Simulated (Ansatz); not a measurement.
**ClH$_{4}$NO$_{2}$Si$_{2}$: density, localisation and related maps**

Input file:

```
crystal:
  periodic: [false, false, false]
  atoms:
    - { symbol: "N", position_ang: [0.521, -1.8344, 0.4917] }
    - { symbol: Si, position_ang: [0.9531, -0.3725, 1.3139] }
    - { symbol: O, position_ang: [0.1702, 0.7138, 0.5946] }
    - { symbol: Si, position_ang: [-0.4791, 1.8081, -0.1037] }
    - { symbol: O, position_ang: [-0.4827, 1.3809, -1.7363] }
    - { symbol: Cl, position_ang: [-2.5107, 1.3549, 0.3927] }
    - { symbol: H, position_ang: [0.8053, -1.6792, -0.4798] }
    - { symbol: H, position_ang: [-0.506, -1.7624, 0.4362] }
    - { symbol: H, position_ang: [2.3703, -0.1367, 0.9617] }
    - { symbol: H, position_ang: [-0.7582, 0.4764, -1.8679] }
basis:
  gaussian: { orbitals: def2-SVP }
hamiltonian:
  xc: pbe
relax:
  f_tol: 0.015
  max_steps: 40
output:
  orbitals: {}
```

Launched as:

```sh
ansatz run input.yaml --threads 2 --pin off --max-ram 3072MiB --backend cpu --events-out ev --progress --plain --runs-dir out
```

The fields are those of the relaxed geometry.

Computed with Ansatz, RKS PBE/def2-SVP.

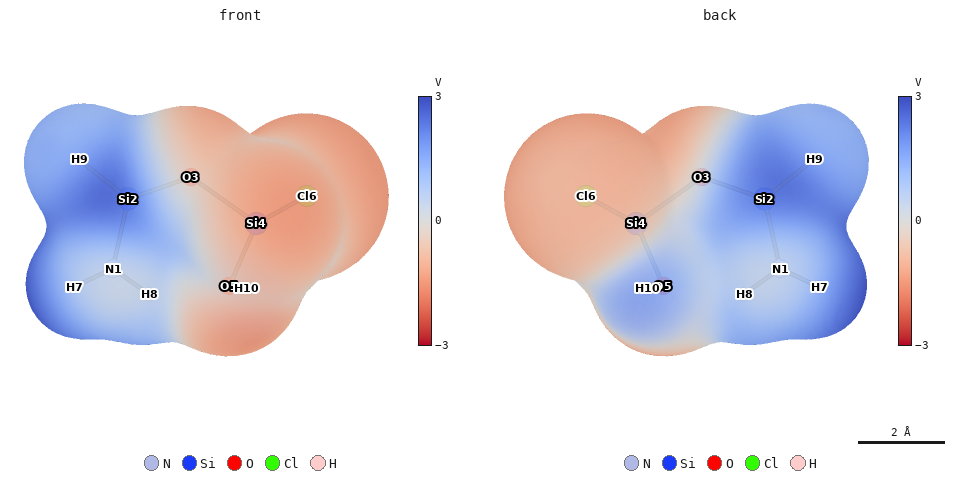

Figure 1. The molecular electrostatic potential painted on the density surface at 0.002 e/bohr³, seen from the front and from behind; red is negative and blue positive.

### Which sites attract a positive test charge, and which a negative one?

A positive charge is drawn to the negative regions and a negative charge to the positive ones. The most negative region (about −1.5 V) lies over O5 and Cl6, the most positive (about +2.8 V) over H7.

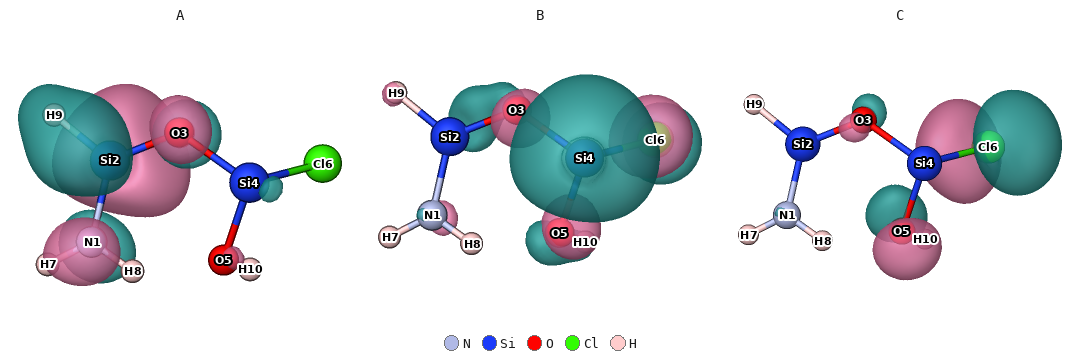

Figure 2. Three frontier orbitals at ±0.1 Å⁻³ᐟ² (teal and pink are the two phases), in no order.

### Which picture is the HOMO−1, the HOMO and the LUMO?

C is the HOMO−1 (−6.36 eV). By Hirshfeld shares it lies mainly on Cl6 (about 75 %) and O5 (about 15 %); largely a lone pair of Cl6. B is the HOMO (−4.66 eV). By Hirshfeld shares it lies mainly on Si4 (about 65 %), Cl6 (about 15 %) and O5 (about 5 %). A is the LUMO (−2.67 eV). It lies mainly on Si2 (about 60 %), N1 (about 15 %), O3 (about 15 %) and H9 (about 5 %).

### What is the HOMO–LUMO gap?

1.99 eV between the orbital energies.

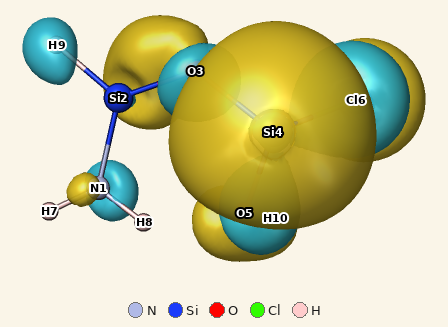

Figure 3. One frontier orbital at ±0.06 Å⁻³ᐟ² (yellow and cyan are the two phases), seen across its widest extent.

### Which orbital is it: HOMO or LUMO?

The HOMO, at −4.66 eV. Its weight (Hirshfeld) is mainly on Si4 (about 65 %), Cl6 (about 15 %) and O5 (about 5 %).
